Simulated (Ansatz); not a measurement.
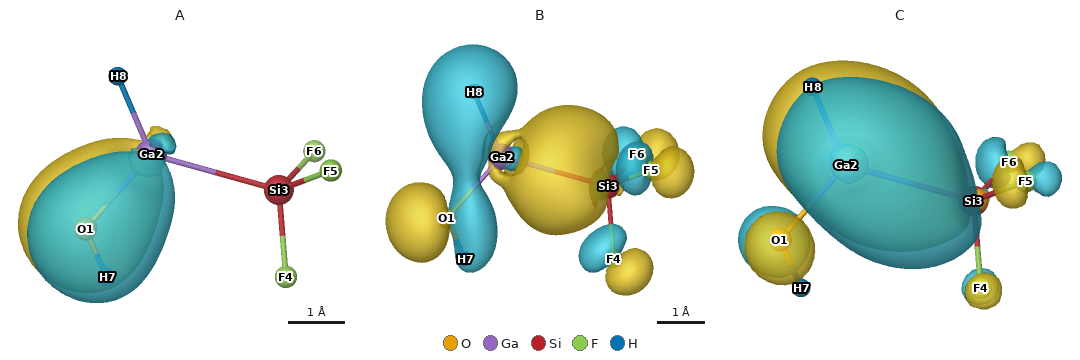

Figure 1: F3GaH2OSi. Three frontier orbitals at ±0.08 Å⁻³ᐟ² (yellow and cyan are the two phases), in no order.

Geometry: PBE0-D4/def2-TZVP.

The calculation used RKS PBE0-D4/def2-TZVPP in Ansatz.

Input

```
crystal:
  periodic: [false, false, false]
  atoms:
    - {symbol: O, position_ang: [-0.647373, -1.963442, -1.084979]}
    - {symbol: Ga, position_ang: [0.683439, -0.926580, -0.509580]}
    - {symbol: Si, position_ang: [0.003911, 1.104031, 0.603741]}
    - {symbol: F, position_ang: [-1.577567, 1.219598, 0.664311]}
    - {symbol: F, position_ang: [0.523435, 2.409566, -0.129319]}
    - {symbol: F, position_ang: [0.519501, 1.186211, 2.100096]}
    - {symbol: H, position_ang: [-1.528015, -1.627763, -0.903362]}
    - {symbol: H, position_ang: [2.114867, -1.458620, -0.796708]}
basis:
  gaussian: {orbitals: def2-TZVPP}
hamiltonian: {xc: pbe0, dispersion: d4}
output: {orbitals: {seedname: orbitals}}
```

Command:

```sh
ansatz run in.yaml --threads 4 --pin off --events-out ev --progress --plain --max-ram 10444MiB
```

Q: Which picture is the HOMO−1, the HOMO and the LUMO?

A: A is the HOMO−1 (−9.42 eV). Its weight (Hirshfeld) is mainly on O1 (about 80 %) and Ga2 (about 15 %); largely a lone pair of O1. B is the HOMO (−8.56 eV). Its weight (Hirshfeld) is mainly on Si3 (about 30 %), Ga2 (about 25 %), O1 (about 20 %) and H8 (about 15 %). C is the LUMO (−2.18 eV). By Hirshfeld shares it lies mainly on Ga2 (about 65 %), Si3 (about 20 %) and O1 (about 5 %).

Q: What is the HOMO–LUMO gap?

A: 6.38 eV between the orbital energies.
